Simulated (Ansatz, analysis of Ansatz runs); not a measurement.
# A hop of Be in Be3N2 (P6_3/mmc), charge 0

Aim: the barrier of one jump in Be3N2 (P6_3/mmc) at charge 0: V_Be hop (2.3 Å). The model is a cell of 120 host atoms with 1 Be taken out; Be is the atom that moves.

Program: Ansatz 0.2.0. Level of theory: plane-wave PAW DFT, PBEsol; nudged elastic band between two relaxed defect structures. Results are calculated unless marked as measured.

## (1) Starting point

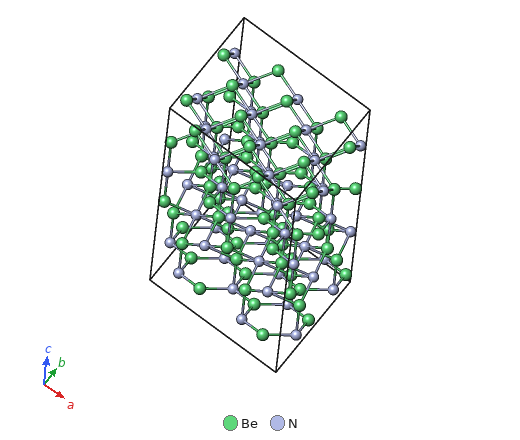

The starting structure, seen from a free direction (beryllium green, nitrogen light blue). Some periodic images of atoms are drawn too.

The cell holds 119 atoms: 71 Be and 48 N. Its edges and angles: a = 9.829 Å, b = 9.829 Å, c = 9.710 Å, α = 90.0°, β = 90.0°, γ = 120.0°. It derives from Be3N2 (space group P6_3/mmc). Nearest the centre at fractional (0.500, 0.583, 0.664): N117 at 1.17 Å, Be105 at 1.17 Å, N111 at 1.79 Å, Be48 at 2.32 Å, Be106 at 2.32 Å, N118 at 2.32 Å, N30 at 2.32 Å, Be94 at 2.32 Å.

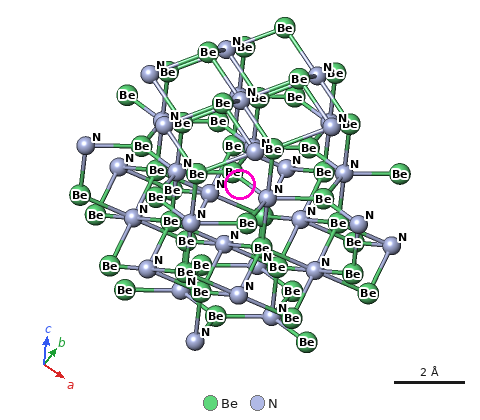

The atoms within 5 Å of the centre. A ring marks the middle of the ideal hop wherever no atom is near it.

The cell's shortest repeat is 9.7 Å.

## (2) Relaxation of the start point, charge 0

The ends come first: from an unrelaxed start the top is counted from too high an energy, and the barrier comes out too low. Small random displacements break the symmetry of the ideal sites, so that the defect can distort if it gains by it. A width of 0.01 eV lets levels that lie close at the Fermi energy share an electron.

A first try with fixed occupations did not converge, so this run has a small smearing.

Contents of q0.start_smeared/input.yaml:

```yaml
crystal:
  lattice:
    - [8.51188336, 4.91433815, 0.0]
    - [-8.51188336, 4.91433815, 0.0]
    - [0.0, 0.0, 9.71005664]
  atoms:
    - { symbol: Be, position: [0.0, 0.33333333, 0.07824696] }
    - { symbol: Be, position: [0.16666667, 0.16666667, 0.07824696] }
    - { symbol: Be, position: [0.33333333, 0.0, 0.07824696] }
    - { symbol: Be, position: [0.0, 0.16666667, 0.57824696] }
    - { symbol: Be, position: [0.16666667, 0.0, 0.57824696] }
    - { symbol: Be, position: [0.33333333, 0.33333333, 0.57824696] }
    - { symbol: Be, position: [0.0, 0.16666667, 0.92175304] }
    - { symbol: Be, position: [0.16666667, 0.0, 0.92175304] }
    - { symbol: Be, position: [0.33333333, 0.33333333, 0.92175304] }
    - { symbol: Be, position: [0.0, 0.33333333, 0.42175304] }
    - { symbol: Be, position: [0.16666667, 0.16666667, 0.42175304] }
    - { symbol: Be, position: [0.33333333, 0.0, 0.42175304] }
    - { symbol: Be, position: [0.0, 0.0, 0.25] }
    - { symbol: Be, position: [0.16666667, 0.33333333, 0.25] }
    - { symbol: Be, position: [0.33333333, 0.16666667, 0.25] }
    - { symbol: Be, position: [0.0, 0.0, 0.75] }
    - { symbol: Be, position: [0.16666667, 0.33333333, 0.75] }
    - { symbol: Be, position: [0.33333333, 0.16666667, 0.75] }
    - { symbol: "N", position: [0.0, 0.0, 0.0] }
    - { symbol: "N", position: [0.16666667, 0.33333333, 0.0] }
    - { symbol: "N", position: [0.33333333, 0.16666667, 0.0] }
    - { symbol: "N", position: [0.0, 0.0, 0.5] }
    - { symbol: "N", position: [0.16666667, 0.33333333, 0.5] }
    - { symbol: "N", position: [0.33333333, 0.16666667, 0.5] }
    - { symbol: "N", position: [0.0, 0.33333333, 0.25] }
    - { symbol: "N", position: [0.16666667, 0.16666667, 0.25] }
    - { symbol: "N", position: [0.33333333, 0.0, 0.25] }
    - { symbol: "N", position: [0.0, 0.16666667, 0.75] }
    - { symbol: "N", position: [0.16666667, 0.0, 0.75] }
    - { symbol: "N", position: [0.33333333, 0.33333333, 0.75] }
    - { symbol: Be, position: [0.0, 0.83333333, 0.07824696] }
    - { symbol: Be, position: [0.16666667, 0.66666667, 0.07824696] }
    - { symbol: Be, position: [0.33333333, 0.5, 0.07824696] }
    - { symbol: Be, position: [0.0, 0.66666667, 0.57824696] }
    - { symbol: Be, position: [0.16666667, 0.5, 0.57824696] }
    - { symbol: Be, position: [0.33333333, 0.83333333, 0.57824696] }
    - { symbol: Be, position: [0.0, 0.66666667, 0.92175304] }
    - { symbol: Be, position: [0.16666667, 0.5, 0.92175304] }
    - { symbol: Be, position: [0.33333333, 0.83333333, 0.92175304] }
    - { symbol: Be, position: [0.0, 0.83333333, 0.42175304] }
    - { symbol: Be, position: [0.16666667, 0.66666667, 0.42175304] }
    - { symbol: Be, position: [0.33333333, 0.5, 0.42175304] }
    - { symbol: Be, position: [0.0, 0.5, 0.25] }
    - { symbol: Be, position: [0.16666667, 0.83333333, 0.25] }
    - { symbol: Be, position: [0.33333333, 0.66666667, 0.25] }
    - { symbol: Be, position: [0.0, 0.5, 0.75] }
    - { symbol: Be, position: [0.16666667, 0.83333333, 0.75] }
    - { symbol: Be, position: [0.33333333, 0.66666667, 0.75] }
    - { symbol: "N", position: [0.0, 0.5, 0.0] }
    - { symbol: "N", position: [0.16666667, 0.83333333, 0.0] }
    - { symbol: "N", position: [0.33333333, 0.66666667, 0.0] }
    - { symbol: "N", position: [0.0, 0.5, 0.5] }
    - { symbol: "N", position: [0.16666667, 0.83333333, 0.5] }
    - { symbol: "N", position: [0.33333333, 0.66666667, 0.5] }
    - { symbol: "N", position: [0.0, 0.83333333, 0.25] }
    - { symbol: "N", position: [0.16666667, 0.66666667, 0.25] }
    - { symbol: "N", position: [0.33333333, 0.5, 0.25] }
    - { symbol: "N", position: [0.0, 0.66666667, 0.75] }
    - { symbol: "N", position: [0.16666667, 0.5, 0.75] }
    - { symbol: "N", position: [0.33333333, 0.83333333, 0.75] }
    - { symbol: Be, position: [0.5, 0.33333333, 0.07824696] }
    - { symbol: Be, position: [0.66666667, 0.16666667, 0.07824696] }
    - { symbol: Be, position: [0.83333333, 0.0, 0.07824696] }
    - { symbol: Be, position: [0.5, 0.16666667, 0.57824696] }
    - { symbol: Be, position: [0.66666667, 0.0, 0.57824696] }
    - { symbol: Be, position: [0.83333333, 0.33333333, 0.57824696] }
    - { symbol: Be, position: [0.5, 0.16666667, 0.92175304] }
    - { symbol: Be, position: [0.66666667, 0.0, 0.92175304] }
    - { symbol: Be, position: [0.83333333, 0.33333333, 0.92175304] }
    - { symbol: Be, position: [0.5, 0.33333333, 0.42175304] }
    - { symbol: Be, position: [0.66666667, 0.16666667, 0.42175304] }
    - { symbol: Be, position: [0.83333333, 0.0, 0.42175304] }
    - { symbol: Be, position: [0.5, 0.0, 0.25] }
    - { symbol: Be, position: [0.66666667, 0.33333333, 0.25] }
    - { symbol: Be, position: [0.83333333, 0.16666667, 0.25] }
    - { symbol: Be, position: [0.5, 0.0, 0.75] }
    - { symbol: Be, position: [0.66666667, 0.33333333, 0.75] }
    - { symbol: Be, position: [0.83333333, 0.16666667, 0.75] }
    - { symbol: "N", position: [0.5, 0.0, 0.0] }
    - { symbol: "N", position: [0.66666667, 0.33333333, 0.0] }
    - { symbol: "N", position: [0.83333333, 0.16666667, 0.0] }
    - { symbol: "N", position: [0.5, 0.0, 0.5] }
    - { symbol: "N", position: [0.66666667, 0.33333333, 0.5] }
    - { symbol: "N", position: [0.83333333, 0.16666667, 0.5] }
    - { symbol: "N", position: [0.5, 0.33333333, 0.25] }
    - { symbol: "N", position: [0.66666667, 0.16666667, 0.25] }
    - { symbol: "N", position: [0.83333333, 0.0, 0.25] }
    - { symbol: "N", position: [0.5, 0.16666667, 0.75] }
    - { symbol: "N", position: [0.66666667, 0.0, 0.75] }
    - { symbol: "N", position: [0.83333333, 0.33333333, 0.75] }
    - { symbol: Be, position: [0.5, 0.83333333, 0.07824696] }
    - { symbol: Be, position: [0.66666667, 0.66666667, 0.07824696] }
    - { symbol: Be, position: [0.83333333, 0.5, 0.07824696] }
    - { symbol: Be, position: [0.66666667, 0.5, 0.57824696] }
    - { symbol: Be, position: [0.83333333, 0.83333333, 0.57824696] }
    - { symbol: Be, position: [0.5, 0.66666667, 0.92175304] }
    - { symbol: Be, position: [0.66666667, 0.5, 0.92175304] }
    - { symbol: Be, position: [0.83333333, 0.83333333, 0.92175304] }
    - { symbol: Be, position: [0.5, 0.83333333, 0.42175304] }
    - { symbol: Be, position: [0.66666667, 0.66666667, 0.42175304] }
    - { symbol: Be, position: [0.83333333, 0.5, 0.42175304] }
    - { symbol: Be, position: [0.5, 0.5, 0.25] }
    - { symbol: Be, position: [0.66666667, 0.83333333, 0.25] }
    - { symbol: Be, position: [0.83333333, 0.66666667, 0.25] }
    - { symbol: Be, position: [0.5, 0.5, 0.75] }
    - { symbol: Be, position: [0.66666667, 0.83333333, 0.75] }
    - { symbol: Be, position: [0.83333333, 0.66666667, 0.75] }
    - { symbol: "N", position: [0.5, 0.5, 0.0] }
    - { symbol: "N", position: [0.66666667, 0.83333333, 0.0] }
    - { symbol: "N", position: [0.83333333, 0.66666667, 0.0] }
    - { symbol: "N", position: [0.5, 0.5, 0.5] }
    - { symbol: "N", position: [0.66666667, 0.83333333, 0.5] }
    - { symbol: "N", position: [0.83333333, 0.66666667, 0.5] }
    - { symbol: "N", position: [0.5, 0.83333333, 0.25] }
    - { symbol: "N", position: [0.66666667, 0.66666667, 0.25] }
    - { symbol: "N", position: [0.83333333, 0.5, 0.25] }
    - { symbol: "N", position: [0.5, 0.66666667, 0.75] }
    - { symbol: "N", position: [0.66666667, 0.5, 0.75] }
    - { symbol: "N", position: [0.83333333, 0.83333333, 0.75] }
basis:
  ecutwfc: 420
  xc_grid: 2
hamiltonian:
  xc: pbesol
kpoints:
  mp_grid: { grid: [1, 1, 1], shift: [0.25, 0.25, 0.25] }
scf:
  occupations: { method: fermi_dirac, width: 0.01 }
  max_iter: 150
output:
  forces: true
relax:
  f_tol: 0.02
  max_steps: 70
  random_displacement: { amplitude: 0.03, seed: 5954 }
```

The run is started by

```bash
$ ansatz run input.yaml --threads 4 --pin off --max-ram 14131MiB --backend cpu --events-out ev --progress --plain --runs-dir out
```

Numbers of over 12 decimals in the logs are rounded to 6 here.

Output:

```text
[... repeated set-up lines and file paths are left out, and long positions are rounded to six places ...]
The last accepted step is kept in <dir> (removed where the run ends without a failure and the disk answers)
Engine: ansatz 0.2.0, aarch64-unknown-linux-gnu
Pseudopotentials: kind: paw
Pseudopotential: Be, paw, valence charge 2, recommended cutoff 420 eV (normal), Be.paw.azcp
Pseudopotential: N, paw, valence charge 5, recommended cutoff 420 eV (normal), N.paw.azcp
Functional definition: PBEsol
  exchange = pbesol_x
  correlation = pbesol_c
Crystal: 119 atoms, lattice volume = 812.349 Å³
Basis set: ecut = 420 eV, 15933 PW (Γ), exchange–correlation on 144×144×144 points (8 copies of the dense FFT grid, shifted against one another)
Bands: 310, of which v1, the nominal top of the filled ones, is band 191 counted from 1 (190 counted from 0)
Symmetry: 1 space group operations
k-points: 1
Non-local potential: Be, projectors of the file, l = 0: 2, l = 1: 2, l = 2: 1
Non-local potential: N, projectors of the file, l = 0: 2, l = 1: 2, l = 2: 1
PAW form: soft (Blöchl's): semilocal exchange-correlation on the pseudo side does not see the compensation charge
PAW frozen core: Be, regenerated for the run's functional, and the local potential with it (the file was generated under x = pbe(κ = 0.804, μ = 0.219515), c = pbe(β = 0.066725))
PAW frozen core: N, regenerated for the run's functional, and the local potential with it (the file was generated under x = pbe(κ = 0.804, μ = 0.219515), c = pbe(β = 0.066725))
PAW one-centre angular grid: Be, 110 points (default); XC on 64 Gauss nodes
PAW one-centre angular grid: N, 110 points (default); XC on 64 Gauss nodes
Initial density: superposition of atomic densities (neutral atoms: chi_scale 0, normalization atom), corrected by the library's trained network
Initial wavefunctions: pseudopotential atomic-orbital guess
Functional: x = pbesol(κ = 0.804, μ = 0.123457), c = pbesol(β = 0.046)
SCF iter   1: F=—  HF=-24709.546651 eV  |F-HF|=—  |Δ(HF+E_count)|=         —  Δρ=1.82e-2  dr2=3.99e0  ethr=1.77e-3  ⟨swp⟩=6.0  Hψ=1598  notcnv=0  defer=104
preconditioner: auto → Resta (q_TF=auto, 2.406 Å⁻¹)  ε∞=3.9  [insulator: Δε(μ)=0.121 eV  Ē_g=14.828 eV  σ=0.010 eV  W_gap=1.00  n_scr=198 (ndim 8)  ℏωp=25.5 eV  f_vac=0.000  D(μ)=0.92/eV (n_scr^D=0)  ε∞_Penn≈3.9]
SCF iter   2: F=—  HF=-24709.133692 eV  |F-HF|=—  |Δ(HF+E_count)|=   4.13e-1  Δρ=1.28e-2  dr2=1.39e0  ethr=1.05e-3  ⟨swp⟩=2.0  Hψ=502  notcnv=0  defer=107
SCF iter   3: F=—  HF=-24709.031714 eV  |F-HF|=—  |Δ(HF+E_count)|=   1.02e-1  Δρ=8.41e-3  dr2=9.03e-1  ethr=3.64e-4  ⟨swp⟩=1.0  Hψ=201  notcnv=0  defer=109
SCF iter   4: F=—  HF=-24709.002266 eV  |F-HF|=—  |Δ(HF+E_count)|=   2.94e-2  Δρ=4.16e-3  dr2=1.38e-1  ethr=2.36e-4  ⟨swp⟩=1.0  Hψ=201  notcnv=0  defer=109
SCF iter   5: F=—  HF=-24708.994001 eV  |F-HF|=—  |Δ(HF+E_count)|=   8.26e-3  Δρ=1.78e-3  dr2=3.02e-2  ethr=3.61e-5  ⟨swp⟩=1.0  Hψ=201  notcnv=0  defer=109
SCF iter   6: F=—  HF=-24708.991143 eV  |F-HF|=—  |Δ(HF+E_count)|=   2.86e-3  Δρ=8.64e-4  dr2=8.37e-3  ethr=7.91e-6  ⟨swp⟩=1.0  Hψ=201  notcnv=0  defer=109
SCF iter   7: F=—  HF=-24708.990365 eV  |F-HF|=—  |Δ(HF+E_count)|=   7.78e-4  Δρ=7.25e-4  dr2=6.79e-3  ethr=2.19e-6  ⟨swp⟩=1.0  Hψ=310  notcnv=0  defer=109
SCF iter   8: F=—  HF=-24708.990196 eV  |F-HF|=—  |Δ(HF+E_count)|=   1.69e-4  Δρ=5.13e-4  dr2=3.67e-3  ethr=1.78e-6  ⟨swp⟩=1.0  Hψ=201  notcnv=0  defer=109
SCF iter   9: F=—  HF=-24708.990110 eV  |F-HF|=—  |Δ(HF+E_count)|=   8.53e-5  Δρ=1.57e-4  dr2=3.70e-4  ethr=9.62e-7  ⟨swp⟩=1.0  Hψ=201  notcnv=0  defer=109
SCF iter  10: F=—  HF=-24708.990100 eV  |F-HF|=—  |Δ(HF+E_count)|=   1.00e-5  Δρ=1.86e-4  dr2=3.52e-4  ethr=9.69e-8  ⟨swp⟩=2.0  Hψ=202  notcnv=0  defer=109
SCF iter  11: F=—  HF=-24708.990090 eV  |F-HF|=—  |Δ(HF+E_count)|=   1.01e-5  Δρ=5.78e-5  dr2=3.69e-5  ethr=9.21e-8  ⟨swp⟩=1.0  Hψ=201  notcnv=0  defer=109
SCF iter  12: F=-24708.990086 eV  HF=-24708.990089 eV  |F-HF|=2.73e-6  |Δ(HF+E_count)|=   1.38e-6  Δρ=1.55e-5  dr2=3.07e-6  ethr=2.62e-9  ⟨swp⟩=2.0  Hψ=662  notcnv=0
SCF 1 converged in 12 iterations: F = -24708.990086 eV  dr2 = 3.07e-6
  greatest PAW one-centre occupation: 0.796 electrons in one spin orbital (limit 2), on the N atom at site 116 (counted from 0), in its partial waves of l = 0
relax step   1: F+E_penalty+E_count = -24708.99008626 eV  Δ(F+E_penalty+E_count) = +0.000e0 eV  max|allowed force component| = 1.759e0 eV/Å  Δτ_max = 0.0000 Å  (12 SCF iters, dr2 threshold 1.00e-5 eV, accepted)
[... the SCF cycles and remarks between the steps are left out from here to the last step ...]
relax step   2: F+E_penalty+E_count = -24710.40459157 eV  Δ(F+E_penalty+E_count) = -1.415e0 eV  max|allowed force component| = 9.386e-1 eV/Å  Δτ_max = 0.1055 Å  (10 SCF iters, dr2 threshold 1.00e-4 eV, accepted)
relax step   3: F+E_penalty+E_count = -24711.21240938 eV  Δ(F+E_penalty+E_count) = -8.078e-1 eV  max|allowed force component| = 4.882e-1 eV/Å  Δτ_max = 0.2000 Å  (6 SCF iters, dr2 threshold 5.51e-5 eV, accepted)
relax step   4: F+E_penalty+E_count = -24710.65346707 eV  Δ(F+E_penalty+E_count) = +5.589e-1 eV  max|allowed force component| = 2.501e0 eV/Å  Δτ_max = 0.1467 Å  (6 SCF iters, dr2 threshold 6.45e-5 eV, rejected (line search))
relax step   5: F+E_penalty+E_count = -24711.29900089 eV  Δ(F+E_penalty+E_count) = -8.659e-2 eV  max|allowed force component| = 1.459e-1 eV/Å  Δτ_max = 0.0505 Å  (7 SCF iters, accepted)
relax step   6: F+E_penalty+E_count = -24711.37772076 eV  Δ(F+E_penalty+E_count) = -7.872e-2 eV  max|allowed force component| = 1.856e-1 eV/Å  Δτ_max = 0.1000 Å  (6 SCF iters, dr2 threshold 1.90e-6 eV, accepted)
relax step   7: F+E_penalty+E_count = -24711.38566628 eV  Δ(F+E_penalty+E_count) = -7.946e-3 eV  max|allowed force component| = 3.629e-1 eV/Å  Δτ_max = 0.1240 Å  (6 SCF iters, dr2 threshold 3.07e-6 eV, accepted)
relax step   8: F+E_penalty+E_count = -24711.25059602 eV  Δ(F+E_penalty+E_count) = +1.351e-1 eV  max|allowed force component| = 1.742e0 eV/Å  Δτ_max = 0.1402 Å  (6 SCF iters, dr2 threshold 1.00e-4 eV, rejected (line search))
relax step   9: F+E_penalty+E_count = -24711.41861559 eV  Δ(F+E_penalty+E_count) = -3.295e-2 eV  max|allowed force component| = 1.327e-1 eV/Å  Δτ_max = 0.0515 Å  (8 SCF iters, accepted)
relax step  10: F+E_penalty+E_count = -24711.41998832 eV  Δ(F+E_penalty+E_count) = -1.373e-3 eV  max|allowed force component| = 1.450e-1 eV/Å  Δτ_max = 0.0113 Å  (6 SCF iters, dr2 threshold 2.35e-6 eV, accepted)
relax step  11: F+E_penalty+E_count = -24711.41104035 eV  Δ(F+E_penalty+E_count) = +8.948e-3 eV  max|allowed force component| = 2.665e-1 eV/Å  Δτ_max = 0.0255 Å  (6 SCF iters, dr2 threshold 2.81e-6 eV, rejected (line search))
SCF iter   1: F=—  HF=-24711.425888 eV  |F-HF|=—  |Δ(HF+E_count)|=         —  Δρ=1.37e-3  dr2=1.51e-2  ethr=5.19e-5  ⟨swp⟩=3.0  Hψ=572  notcnv=0  defer=111
SCF iter   2: F=—  HF=-24711.422581 eV  |F-HF|=—  |Δ(HF+E_count)|=   3.31e-3  Δρ=5.48e-4  dr2=2.90e-3  ethr=3.94e-6  ⟨swp⟩=2.0  Hψ=502  notcnv=0  defer=111
SCF iter   3: F=—  HF=-24711.421792 eV  |F-HF|=—  |Δ(HF+E_count)|=   7.89e-4  Δρ=9.71e-5  dr2=6.58e-5  ethr=7.58e-7  ⟨swp⟩=2.0  Hψ=343  notcnv=0  defer=111
SCF iter   4: F=—  HF=-24711.422131 eV  |F-HF|=—  |Δ(HF+E_count)|=   3.38e-4  Δρ=2.11e-5  dr2=3.86e-6  ethr=1.72e-8  ⟨swp⟩=2.0  Hψ=343  notcnv=0  defer=111
SCF iter   5: F=—  HF=-24711.422130 eV  |F-HF|=—  |Δ(HF+E_count)|=   4.00e-7  Δρ=5.40e-6  dr2=2.86e-7  ethr=1.01e-9  ⟨swp⟩=3.0  Hψ=381  notcnv=0  defer=111
SCF iter   6: F=-24711.422130 eV  HF=-24711.422130 eV  |F-HF|=5.92e-9  |Δ(HF+E_count)|=   1.61e-8  Δρ=1.15e-6  dr2=1.35e-8  ethr=2.62e-11  ⟨swp⟩=3.0  Hψ=696  notcnv=0
SCF 12 converged in 6 iterations: F = -24711.422130 eV  dr2 = 1.35e-8
relax step  12: F+E_penalty+E_count = -24711.42213027 eV  Δ(F+E_penalty+E_count) = -2.142e-3 eV  max|allowed force component| = 1.389e-2 eV/Å  Δτ_max = 0.0077 Å  (6 SCF iters, accepted)
SCF converged after 6 iterations
Free energy (F): -24711.422130 eV
Harris-Foulkes:  -24711.422130 eV  (|F-HF|=5.92e-9)
Internal energy: -24711.422130 eV  (E = F + TS)
E sigma→0 (E₀):  -24711.422130 eV
Entropy (-TS):   -0.000000 eV (-0.000 meV/atom)
Fermi energy:    7.559181 eV
--- Per-component energies (eV) ---
  E_band       = 629.663835
  E_kinetic    = 7930.258484
  E_local      = -9751.657606  (includes V_loc(G=0)·N_el)
  E_nonlocal   = 2515.814475
  E_hartree    = 3089.235575
  E_xc         = -4310.288510
  E_vxc        = -5205.378002  (∫ρ·V_xc dr)
  E_paw        = -9961.557972  (= ΣΔE_a)
  E_vpaw       = -1037.849363  (= ΣTr[D̂ρ^β])
  E_aug_tail   = 0.004630  (compensation charges beyond the density's cutoff)
  E_ewald      = -14225.256674
  E_core_change = 2.025468  (= ΣΔE_core)
  E_smearing   = -0.000000  (= −TS)
  E_closure    = -0.000000  (closes the sum)
  Σ components = -24711.422130   (vs F -24711.422130, Δ=0.00e0)
--- Forces (eV/Å), atoms counted from 1 ---
  atom   1  Be     0.00318068     0.00095540    -0.00072364
  atom   2  Be    -0.00225928    -0.00157472    -0.00457305
  [... 3 atoms left out ...]
  atom   6  Be    -0.00145969    -0.00098723    -0.00557954
  [... 23 atoms left out ...]
  atom  30  N     -0.00252332    -0.00776768     0.00636523
  [... 17 atoms left out ...]
  atom  48  Be     0.00043548    -0.00261830     0.00081802
  [... 45 atoms left out ...]
  atom  94  Be    -0.00521983     0.00513710     0.00002176
  [... 1 atom left out ...]
  atom  96  Be    -0.00073629     0.00062320    -0.00008483
  [... 8 atoms left out ...]
  atom 105  Be     0.00001654     0.00490384     0.01389412
  atom 106  Be     0.00613390    -0.00134505    -0.00271299
  [... 4 atoms left out ...]
  atom 111  N     -0.00509317    -0.00022921     0.00112057
  [... 5 atoms left out ...]
  atom 117  N      0.00815190    -0.00549846    -0.01305453
  atom 118  N     -0.00916128     0.00802343     0.00431954
  [... 1 atom left out ...]
  max |Σ_I F_I| component: 6.19e-6 eV/Å
--- Relaxed structure (12 steps of the walk, 9 accepted, 0 SCFs on fresh bases) ---
  F+E_penalty+E_count = -24711.42213027 eV   max|allowed force component| = 1.389e-2 eV/Å
  atoms:
    - { symbol: Be, position: [0.005800, 0.336329, 0.076931] }
    - { symbol: Be, position: [0.170227, 0.172863, 0.076971] }
    [... 3 atoms left out ...]
    - { symbol: Be, position: [0.328577, 0.327963, 0.574096] }
    [... 23 atoms left out ...]
    - { symbol: N, position: [0.334594, 0.335502, 0.746172] }
    [... 17 atoms left out ...]
    - { symbol: Be, position: [0.339762, 0.661229, 0.707727] }
    [... 45 atoms left out ...]
    - { symbol: Be, position: [0.670590, 0.501820, 0.574848] }
    [... 1 atom left out ...]
    - { symbol: Be, position: [0.501638, 0.668449, 0.925944] }
    [... 8 atoms left out ...]
    - { symbol: Be, position: [0.494505, 0.506556, 0.706907] }
    - { symbol: Be, position: [0.657386, 0.824102, 0.710553] }
    [... 4 atoms left out ...]
    - { symbol: N, position: [0.499600, 0.490289, 0.506616] }
    [... 5 atoms left out ...]
    - { symbol: N, position: [0.503539, 0.670253, 0.760903] }
    - { symbol: N, position: [0.664594, 0.502555, 0.747315] }
    [... 1 atom left out ...]
```

The job ended after 2.1 min (4 threads of Arm Neoverse V2, shared host; peak memory 1.6 GiB; 8 min of CPU time).

(Continued in part 2 of 5.)

[Logs are printed without paths, hosts, clocks, repeated set-up lines and the standing remarks that a program may print on its own settings, such as how far it seeks lower states.]

[Hosts, paths, dates, database ids (printed as entryN), source tags and the programs' standing remarks are cut or masked in the printed files.]
